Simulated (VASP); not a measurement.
Band structure of RbPbF$_{3}$ (space group Pm-3m). Computed with PBEsol GGA, VASP's PBE PAW potentials (set 64) (plane waves; VASP).

Unless said otherwise, spin-orbit coupling is left out, though it shifts the bands of the heavy elements here.

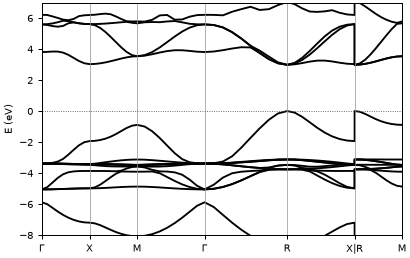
Figure: Bands along high-symmetry lines, zero at the valence-band maximum or, without a gap, the Fermi level

Question: Read the plot: is there a gap, and where are the band edges?

Answer: The gap is direct, 2.98 eV, from the valence maximum at R to the conduction minimum at R.

The structure comes from a computed database's RbPbF3 entry (Pm-3m); how it stands against other phases isn't given here. The cell was not relaxed at this level.
